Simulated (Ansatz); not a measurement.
GeH6SO: several calculations on one system

Part 1: Relaxation

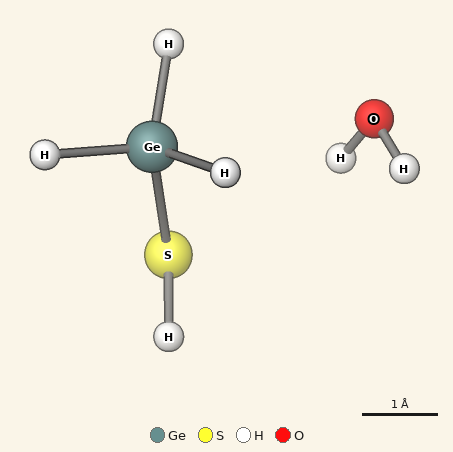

This is the input geometry for a relaxation of GeH6SO. Style: ball-and-stick. Shown at a tilt.

The run prepares an end point of a later path (reaction) calculation, from a guessed geometry.

The calculation used Ansatz, RKS PBE0/def2-SVP.

The input:
```yaml
crystal:
  periodic: [false, false, false]
  atoms:
    - { symbol: Ge, position_ang: [-0.558603, 0.941858, 0.459036] }
    - { symbol: S, position_ang: [0.45288, -0.710699, 1.603287] }
    - { symbol: H, position_ang: [0.356273, 1.444708, -0.665945] }
    - { symbol: H, position_ang: [-0.841328, 2.104263, 1.433978] }
    - { symbol: H, position_ang: [-1.87592, 0.342908, -0.035695] }
    - { symbol: H, position_ang: [0.099986, -1.711979, -0.833089] }
    - { symbol: O, position_ang: [-0.071837, -1.316162, -1.700654] }
    - { symbol: H, position_ang: [1.632192, -0.05866, 1.724412] }
    - { symbol: H, position_ang: [0.806358, -1.036238, -1.98533] }
basis:
  gaussian: { orbitals: def2-SVP }
hamiltonian:
  xc: pbe0
relax:
  f_tol: 0.03
  max_steps: 50
```

Run as
```bash
ansatz run input.yaml --threads 2 --pin off --max-ram 3072MiB --backend cpu --events-out ev --progress --plain --runs-dir out
```

**Where does the relaxation end?**

The largest move after the best rigid fit is that of H6, 0.21 Å. By element the largest moves are H 0.21 Å, O 0.13 Å, S 0.10 Å, Ge 0.05 Å. The energy falls by 0.36 kcal/mol in 4 accepted moves (6 points after the start). The largest force component goes from 0.075 to 0.014 eV/Å. The line search rejected the trial steps at points 1, 4 of the run.

Final geometry:

```xyz
9

Ge   -0.5964    0.9758    0.4736
S     0.3892   -0.7434    1.5384
H     0.2894    1.4475   -0.6873
H    -0.7805    2.1269    1.4817
H    -1.9533    0.4432    0.0114
H     0.2735   -1.6257   -0.7596
O    -0.0035   -1.4266   -1.6668
H     1.5829   -0.1257    1.6741
H     0.7987   -1.0718   -2.0655
```

After the run, drawn alike:

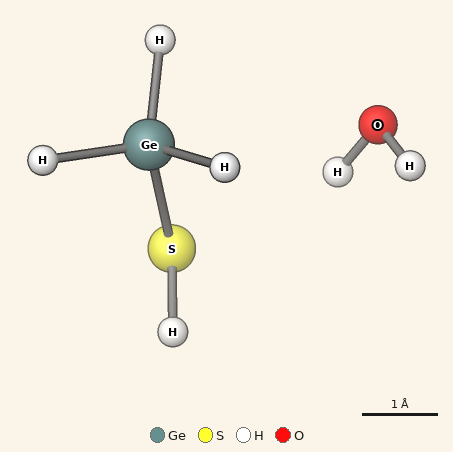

Limits of the set-up: the start holds two separate molecules, 2.7 Å apart at their closest, whose relative position is a soft coordinate and is computed without a dispersion correction.

Part 2: Relaxation

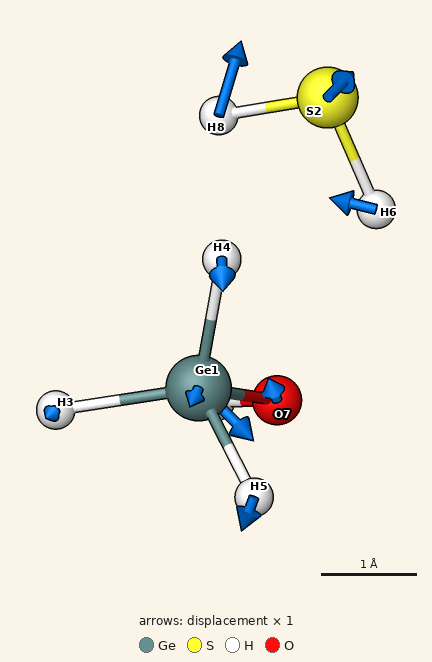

A relaxation of GeH6SO. The starting structure is drawn; blue arrows show the displacements, at their true length. The two geometries are superimposed by the best rigid fit.

A ball-and-stick model, seen from a free direction.

The run prepares an end point of a later path (reaction) calculation, from a guessed geometry.

All numbers below come from Ansatz, RKS PBE0/def2-SVP. Set-up: no spin polarisation; force threshold 0.03 eV/Å; at most 50 steps.

Question: Which element moves most?

Answer: Hydrogen: up to 0.89 Å, against 0.60 Å for sulfur.

Question: Describe the change and its energy.

Answer: The energy falls by 4.80 kcal/mol in 11 accepted moves (13 points after the start). Largest force component: 0.69 eV/Å at the start, 0.0067 eV/Å at the end. The line search rejected the trial steps at points 6, 11 of the run. The largest move after the best rigid fit is that of an H atom, 0.89 Å. Largest moves by element: H 0.89 Å, S 0.60 Å, O 0.32 Å, Ge 0.26 Å. Some distances before and after: Ge–O 1.834 → 1.794 Å, Ge–H 1.526 → 1.530 Å. Among the angles between lasting bonds that change: H–Ge–O 111.9° → 103.8°, H–Ge–O 105.3° → 109.4°, H–Ge–O 106.0° → 109.5°. Groups turn about Ge–O by about 70°.

Limits of the set-up: the start holds two separate molecules, 2.3 Å apart at their closest, whose relative position is a soft coordinate and is computed without a dispersion correction.

Part 3: Path

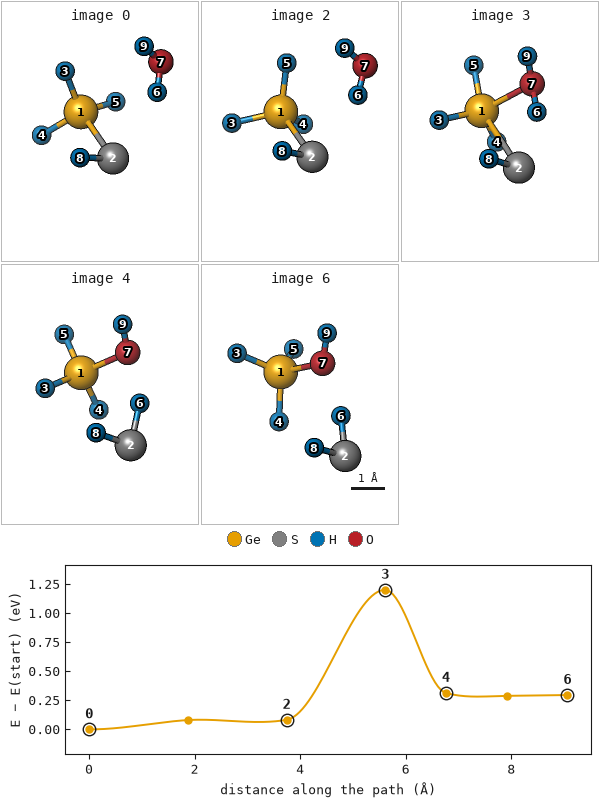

A nudged-elastic-band calculation for GeH6SO, made up at the start of GeH$_{4}$S and H2O. Images are numbered from 0 (start) to 6 (end). A ball-and-stick model, seen from a free direction.

Level of theory: RKS PBE0/def2-SVP (Ansatz). Settings: 5 movable images; climbing image; force threshold 0.05 eV/Å; iteration limit 60; starting path through a guess of the saddle point.

Q: Describe the mechanism and the energy profile.

A: The energy climbs by 1.20 eV to image 3 and then falls by 0.91 eV, so the end point sits at +0.30 eV. Breaking: Ge1–S2 (2.25 → 2.74 at the top → 4.34 Å), H6–O7 (0.97 → 1.09 at the top → 2.02 Å). Forming: Ge1–O7 (3.27 → 1.99 at the top → 1.79 Å), S2–H6 (2.46 → 1.80 at the top → 1.36 Å). The band converged in 30 iterations. The largest component of the band force went from 5.5 to 0.031 eV/Å. The climbing image converged on the top of the path. Its vibrational analysis gives one imaginary mode (306i cm⁻¹), as a transition state must have.

Limits of the set-up: the start holds two separate molecules, 2.5 Å apart at their closest, whose relative position is a soft coordinate and is computed without a dispersion correction.

The run took 5.4 min on 2 threads of Arm Neoverse V1, with other jobs on the host, peak memory 0.2 GiB.
